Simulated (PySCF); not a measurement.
# Si₄H₁₀: NMR shifts and electronic excitations in gas and solvents, part 2 of 2

PySCF 2.14.0. Atoms count from 0. The steps go on from the part before.

## 7. Ultraviolet spectrum: B3LYP/def2-SVPD

What the job is given:

```
{"job": {"kind": "uv", "xc": "B3LYP", "basis": "def2-SVPD", "dynamic": true, "nstates": 6, "ntriplets": 0}, "charge": 0, "multiplicity": 1}
Si     0.011643     2.000213    -0.817014
Si     0.075949     0.154813     0.628015
Si     1.881405    -1.215787     0.029479
Si    -1.915547    -1.055934     0.388046
H      1.269777     2.802247    -0.715784
H     -0.130612     1.503687    -2.221038
H     -1.153035     2.882981    -0.499586
H      0.228534     0.620982     2.044643
H      3.173027    -0.471861     0.149802
H      1.702988    -1.644881    -1.392510
H      1.940194    -2.432868     0.896221
H     -1.910556    -2.270258     1.261126
H     -3.101234    -0.214017     0.737329
H     -2.040667    -1.490110    -1.038213
```

With the program's defaults for keys left out, this is: TDDFT B3LYP/def2-SVPD, vertical, gas phase, core orbitals frozen in the response.

The program printed:

```text
coarse grid: 12696 points
cycle   1  E = -1163.5423407592  dE = -3.937e-01  |g| = 1.514e-01  |ddm| = 3.915e+00
cycle   2  E = -1163.5477360462  dE = -5.395e-03  |g| = 6.006e-02  |ddm| = 4.687e-01
cycle   3  E = -1163.5487397215  dE = -1.004e-03  |g| = 3.242e-02  |ddm| = 2.036e-01
cycle   4  E = -1163.5491950812  dE = -4.554e-04  |g| = 4.133e-03  |ddm| = 7.791e-02
cycle   5  E = -1163.5492009740  dE = -5.893e-06  |g| = 9.991e-04  |ddm| = 1.112e-02
final grid: 101424 points
cycle   6  E = -1163.6952604271  dE = -5.971e-06  |g| = 1.122e-03  |ddm| = 3.637e-02
cycle   7  E = -1163.6952606901  dE = -2.630e-07  |g| = 8.658e-04  |ddm| = 4.534e-03
cycle   8  E = -1163.6952609789  dE = -2.888e-07  |g| = 8.294e-05  |ddm| = 1.904e-03
cycle   9  E = -1163.6952609811  dE = -2.233e-09  |g| = 4.102e-05  |ddm| = 2.632e-04
cycle  10  E = -1163.6952609819  dE = -7.685e-10  |g| = 3.211e-06  |ddm| = 1.010e-04
converged SCF energy = -1163.6952609819

Static polarisability (au): isotropic 125.673, principal 104.036 136.408 136.573

Singlet excitations
state   eV       nm        f      main configurations
  1   6.4537    192.1   0.00002   H->L+1 0.36, H-1->L 0.34, H->L 0.15
  2   6.5036    190.6   0.00683   H->L+2 0.34, H->L 0.32, H->L+1 0.23
  3   6.5140    190.3   0.00670   H->L+2 0.36, H-1->L+1 0.25, H-1->L 0.23
  4   6.5213    190.1   0.00905   H-1->L+2 0.81, H-1->L+1 0.10
  5   6.8079    182.1   0.00160   H->L+3 0.74, H-1->L 0.09, H->L+1 0.09
  6   6.8137    182.0   0.00358   H-1->L+3 0.71, H-1->L+1 0.11, H->L 0.10
```

Wall time 25 s (1 thread of Arm Neoverse V2, shared host); peak memory 0.81 GiB.

Frontier orbitals and where they lie:

| orbital | eV | atoms |
| --- | --- | --- |
| HOMO−3 | -9.53 | Si3 16 %, Si0 16 %, Si2 15 % |
| HOMO−2 | -8.86 | Si1 30 %, H7 23 %, Si3 9 % |
| HOMO−1 | -7.82 | Si1 32 %, Si2 24 %, Si3 17 % |
| HOMO | -7.81 | Si1 32 %, Si0 26 %, Si3 14 % |
| LUMO | -0.39 | Si2 21 %, Si1 19 %, Si0 15 % |
| LUMO+1 | -0.38 | Si3 20 %, Si1 19 %, Si0 15 % |
| LUMO+2 | -0.34 | Si1 22 %, Si0 16 %, Si3 14 % |

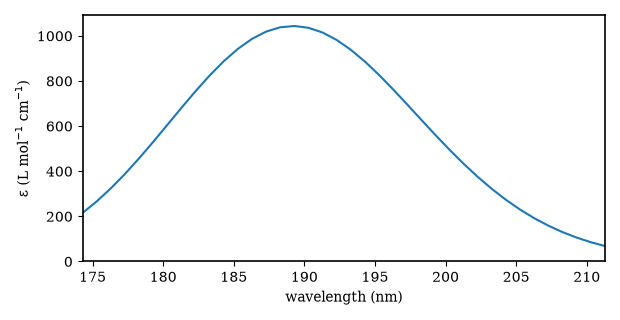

Absorption spectrum: each of the 6 states is a Gaussian band of 0.4 eV half-width at 1/e. Beyond the last state computed it falls off for lack of states.

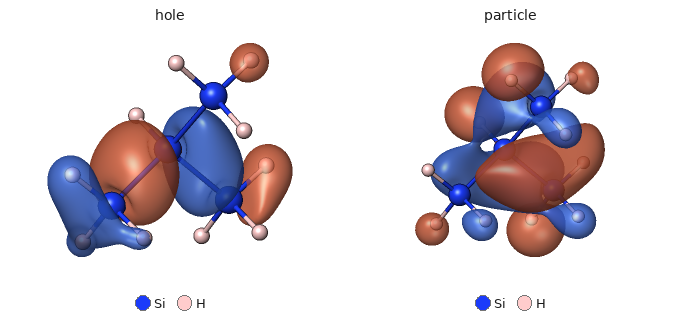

Leading natural transition orbitals of singlet state 4: the electron leaves the hole (left) for the particle orbital (right).

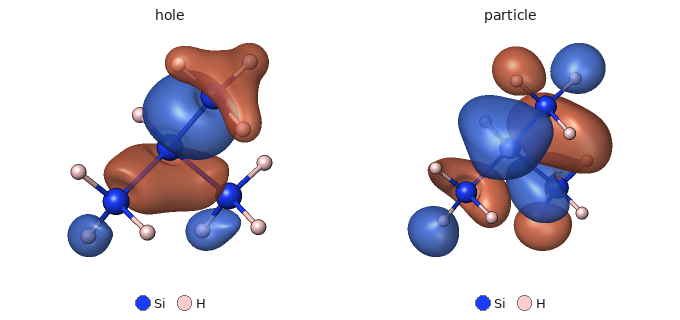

Leading natural transition orbitals of singlet state 1: the electron leaves the hole (left) for the particle orbital (right).

Further results of this job:

| property | computed |
| --- | --- |
| dipole moment (D) | 0.20 |
| polarisability (Å³) | 18.62 |
| HOMO–LUMO gap (eV) | 7.42 |
| −ε(HOMO) (eV) | 7.81 |
| C6 with itself (au) | 4681 |

Orbitals, density, ELF and potential are computed afterwards from the orbital file.

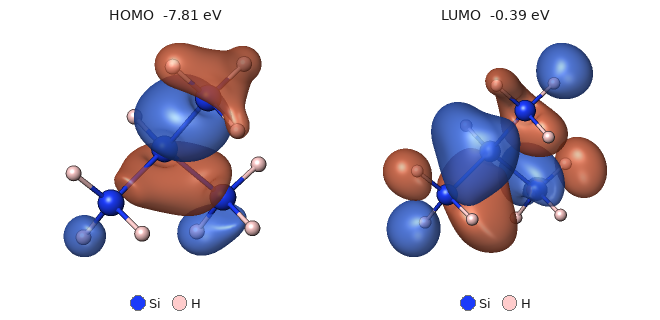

B3LYP/def2-SVPD orbitals near the gap, drawn at the value that encloses 70 % of each; the two colours are the two signs.

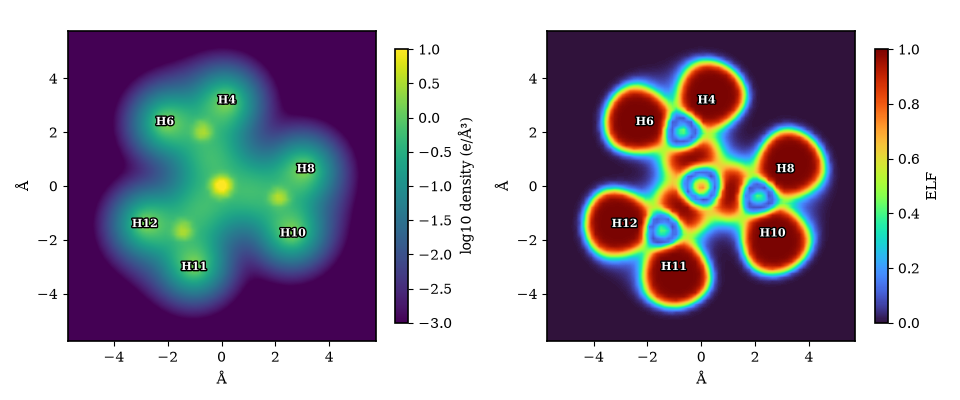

Density (left) and ELF (right) in a plane through or near 6 of the atoms.

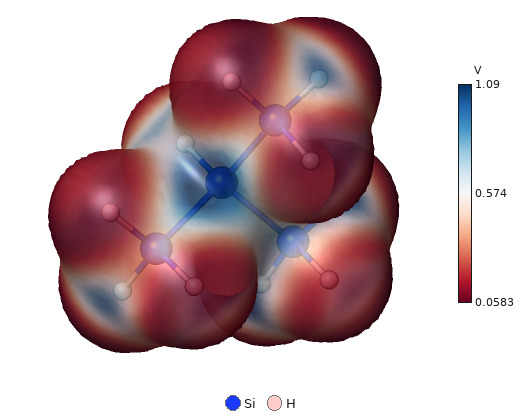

Electrostatic potential on the surface of density 0.002 e/bohr³; red is low, blue high. It runs, from the 1st to the 99th percentile, from 0.06 to 1.09 V.

## 8. Ultraviolet spectrum: B3LYP/def2-SVPD in chloroform

The job, as its differences from that of step 7:

```diff
@@ -1,2 +1,2 @@
-{"job": {"kind": "uv", "xc": "B3LYP", "basis": "def2-SVPD", "dynamic": true, "nstates": 6, "ntriplets": 0}, "charge": 0, "multiplicity": 1}
+{"job": {"kind": "uv", "xc": "B3LYP", "basis": "def2-SVPD", "solvent": "chloroform", "nstates": 6, "ntriplets": 0}, "charge": 0, "multiplicity": 1}
 Si     0.011643     2.000213    -0.817014
```

Level: TDDFT B3LYP/def2-SVPD, vertical, IEF-PCM chloroform (non-equilibrium linear response), core orbitals frozen in the response.

The program printed:

```text
coarse grid: 12696 points
cycle   1  E = -1163.5430264921  dE = -3.940e-01  |g| = 1.490e-01  |ddm| = 3.918e+00
cycle   2  E = -1163.5486325067  dE = -5.606e-03  |g| = 5.065e-02  |ddm| = 5.028e-01
cycle   3  E = -1163.5493766427  dE = -7.441e-04  |g| = 2.561e-02  |ddm| = 1.805e-01
cycle   4  E = -1163.5496613662  dE = -2.847e-04  |g| = 3.438e-03  |ddm| = 6.940e-02
cycle   5  E = -1163.5496653874  dE = -4.021e-06  |g| = 9.688e-04  |ddm| = 1.059e-02
final grid: 101424 points
cycle   6  E = -1163.6957231636  dE = -5.866e-06  |g| = 1.113e-03  |ddm| = 3.603e-02
cycle   7  E = -1163.6957233979  dE = -2.343e-07  |g| = 8.885e-04  |ddm| = 4.454e-03
cycle   8  E = -1163.6957237092  dE = -3.113e-07  |g| = 4.902e-05  |ddm| = 1.872e-03
cycle   9  E = -1163.6957237101  dE = -8.802e-10  |g| = 2.176e-05  |ddm| = 1.832e-04
converged SCF energy = -1163.6957237101

Static polarisability (au): isotropic 161.371, principal 136.481 173.740 173.893

Singlet excitations
state   eV       nm        f      main configurations
  1   6.4362    192.6   0.00003   H->L+1 0.35, H-1->L 0.34, H->L 0.15
  2   6.5040    190.6   0.01623   H->L+2 0.39, H->L 0.29, H->L+1 0.22
  3   6.5141    190.3   0.01386   H->L+2 0.34, H-1->L+1 0.26, H-1->L 0.22
  4   6.5201    190.2   0.02270   H-1->L+2 0.83, H-1->L+1 0.08
  5   6.8059    182.2   0.01464   H->L+3 0.67, H-1->L 0.13, H->L+1 0.11
  6   6.8107    182.0   0.03658   H-1->L+3 0.57, H-1->L+1 0.16, H->L 0.14
```

Wall time 17 s (1 thread of Arm Neoverse V2, shared host); peak memory 0.81 GiB.

This run: HOMO -7.67 eV, LUMO -0.25 eV; lowest singlet 6.44 eV.

## 9. Excited states and response: B3LYP/def2-SVPD in methanol

The job, as its differences from that of step 8:

```diff
@@ -1,2 +1,2 @@
-{"job": {"kind": "uv", "xc": "B3LYP", "basis": "def2-SVPD", "solvent": "chloroform", "nstates": 6, "ntriplets": 0}, "charge": 0, "multiplicity": 1}
+{"job": {"kind": "uv", "xc": "B3LYP", "basis": "def2-SVPD", "solvent": "methanol", "nstates": 6, "ntriplets": 0}, "charge": 0, "multiplicity": 1}
 Si     0.011643     2.000213    -0.817014
```

With the program's defaults for keys left out, this is: TDDFT B3LYP/def2-SVPD, vertical, IEF-PCM methanol (non-equilibrium linear response), core orbitals frozen in the response.

The program printed:

```text
coarse grid: 12696 points
cycle   1  E = -1163.5432753130  dE = -3.941e-01  |g| = 1.481e-01  |ddm| = 3.920e+00
cycle   2  E = -1163.5489456663  dE = -5.670e-03  |g| = 4.730e-02  |ddm| = 5.178e-01
cycle   3  E = -1163.5496048561  dE = -6.592e-04  |g| = 2.322e-02  |ddm| = 1.706e-01
cycle   4  E = -1163.5498374784  dE = -2.326e-04  |g| = 3.270e-03  |ddm| = 6.592e-02
cycle   5  E = -1163.5498411645  dE = -3.686e-06  |g| = 9.431e-04  |ddm| = 1.062e-02
final grid: 101424 points
cycle   6  E = -1163.6958981770  dE = -5.845e-06  |g| = 1.080e-03  |ddm| = 3.594e-02
cycle   7  E = -1163.6958984147  dE = -2.377e-07  |g| = 8.448e-04  |ddm| = 4.296e-03
cycle   8  E = -1163.6958986949  dE = -2.802e-07  |g| = 3.594e-05  |ddm| = 1.769e-03
cycle   9  E = -1163.6958986954  dE = -4.754e-10  |g| = 1.465e-05  |ddm| = 1.462e-04
converged SCF energy = -1163.6958986954

Static polarisability (au): isotropic 178.982, principal 155.081 190.840 191.027

Singlet excitations
state   eV       nm        f      main configurations
  1   6.4420    192.5   0.00002   H->L+1 0.35, H-1->L 0.33, H->L 0.16
  2   6.5080    190.5   0.01494   H->L+2 0.40, H->L 0.29, H->L+1 0.22
  3   6.5181    190.2   0.01228   H->L+2 0.32, H-1->L+1 0.27, H-1->L 0.22
  4   6.5236    190.1   0.02033   H-1->L+2 0.82
  5   6.8109    182.0   0.00854   H->L+3 0.70, H-1->L 0.11, H->L+1 0.10
  6   6.8162    181.9   0.01938   H-1->L+3 0.64, H-1->L+1 0.14, H->L 0.12
```

Run time: 17 s. Hardware: 1 thread of Arm Neoverse V2, shared host; peak memory 0.81 GiB.

This run: HOMO -7.64 eV, LUMO -0.22 eV; lowest singlet 6.44 eV.

## 10. Comparing the runs: NMR shifts

Shifts (ppm), means over like atoms, with basis size and wall time:

| run | H4 | H7 | Si0 | Si1 | functions | time |
| --- | --- | --- | --- | --- | --- | --- |
| PBE0/pcSseg-1 in chloroform | 3.65 | 3.19 | -101.4 | -133.7 | 146 | 13 s |
| PBE0/pcSseg-1 in methanol | 3.64 | 3.19 | -101.2 | -133.3 | 146 | 12 s |
| WP04/pcSseg-1 in chloroform | 3.11 | 2.63 | -83.2 | -102.1 | 146 | 12 s |
| wB97X-D/pcSseg-1 in chloroform | 3.60 | 3.11 | -100.9 | -134.6 | 146 | 16 s |
| measured | – | – | -93.6 | -136.3 | – | – |

Measured: C. Corminboeuf, T. Heine, J. Weber, Chem. Phys. Lett. 357 (2002) 1.

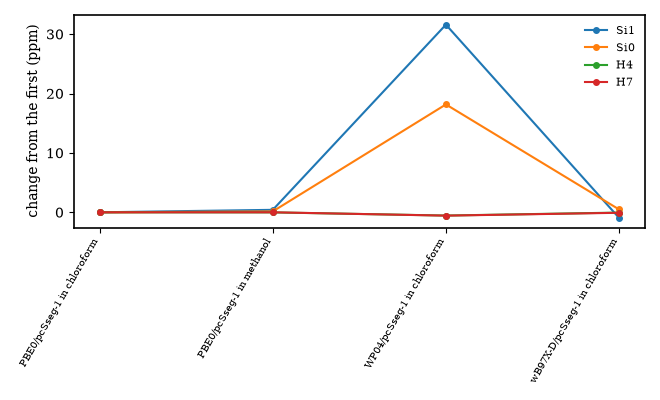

How the tabulated atoms move from run to run.

## 11. Side by side: electronic excitations

Excitations and ground-state properties, with basis size and wall time:

| run | lowest singlet (eV) | brightest (eV) | f | gap (eV) | α (Å³) | μ (D) | functions | time |
| --- | --- | --- | --- | --- | --- | --- | --- | --- |
| B3LYP/def2-SVPD | 6.45 | 6.52 | 0.009 | 7.42 | 18.62 | 0.20 | 176 | 25 s |
| B3LYP/def2-SVPD in chloroform | 6.44 | 6.81 | 0.037 | 7.42 | 23.91 | 0.25 | 176 | 17 s |
| B3LYP/def2-SVPD in methanol | 6.44 | 6.52 | 0.020 | 7.42 | 26.52 | 0.28 | 176 | 17 s |

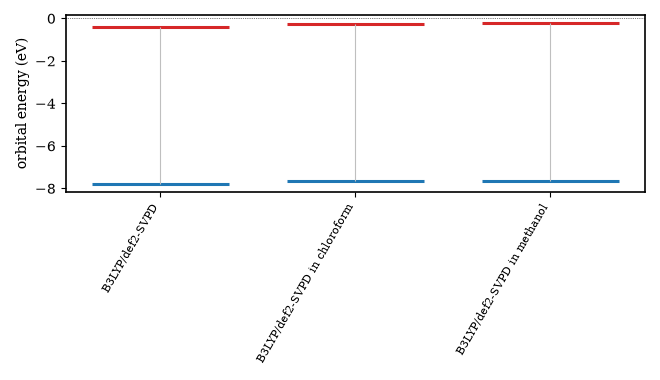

HOMO (blue) and LUMO (red) run by run.

The continuum's effect on the ground state:

| solvent | ε | polarisation energy (Eh) | μ (D) |
| --- | --- | --- | --- |
| chloroform | 4.71 | -0.0005 | 0.25 |
| methanol | 32.61 | -0.0007 | 0.28 |

## 12. Results

The summary covers parts 1 to 2.

```
                                                                            quantity                                          value
                                                                         point group                                            C3v
                                                rotational constants (main isotopes)                           1.89, 1.88, 1.05 GHz
  1H shifts against TMS (PBE0/pcSseg-1, chloroform, means over atoms taken as alike)                                 3.65, 3.19 ppm
29Si shifts against TMS (PBE0/pcSseg-1, chloroform, means over atoms taken as alike)                             -101.4, -133.7 ppm
                                            measured, and computed on the same scale  Si0 δ -93.6, -101.4; Si1 δ -136.3, -133.7 ppm
                                                    lowest singlet (B3LYP/def2-SVPD)                    6.45 eV (192 nm), f = 0.000
                                            brightest single state of those computed                    state 4, 6.52 eV, f = 0.009
                                               surface potential, 1st and 99th percentile                              0.06 V and 1.09 V
                                      range of the shift of Si1 (PBE0/pcSseg-1 runs)                           -133.7 to -133.3 ppm
                                                         range of the lowest singlet                                6.44 to 6.45 eV
```

In words: Relaxing lowered the energy by 0.213 eV in 6 steps; the close pair that moved most is Si1–Si3, from 2.291 to 2.343 Å. No frequency check was run at this level, so the end point may be a saddle. At PBE0/pcSseg-1: Shielding is most anisotropic at Si0, Si2, Si3 (span 24 ppm, paramagnetic term -427 ppm). 2 measured 29Si shifts can be compared: mean absolute error 5.2 ppm, mean signed error -2.6 ppm. Vibration and temperature are missing from the calculation, and it holds one conformer, so part of the miss against the measured shifts is not the functional's. The lowest singlet, at 6.45 eV, is HOMO→LUMO+1 0.36, HOMO−1→LUMO 0.34 and is dark; of the 6 states computed, the strongest absorption comes from states 2 to 4 together at 6.52 eV. At one level, PBE0/pcSseg-1: In ppm, Si1 moves most: its shift spreads over 0.4 ppm, from -133.7 (PBE0/pcSseg-1 in chloroform) to -133.3 (PBE0/pcSseg-1 in methanol). The lowest singlet runs from 6.44 eV (B3LYP/def2-SVPD in chloroform) to 6.45 eV (B3LYP/def2-SVPD), while the orbital gap is 7.42 eV. The lowest state need not be the same one in every run. The continuum holds electrostatics alone: no hydrogen bonds to the solvent, and the gas-phase geometry is kept.
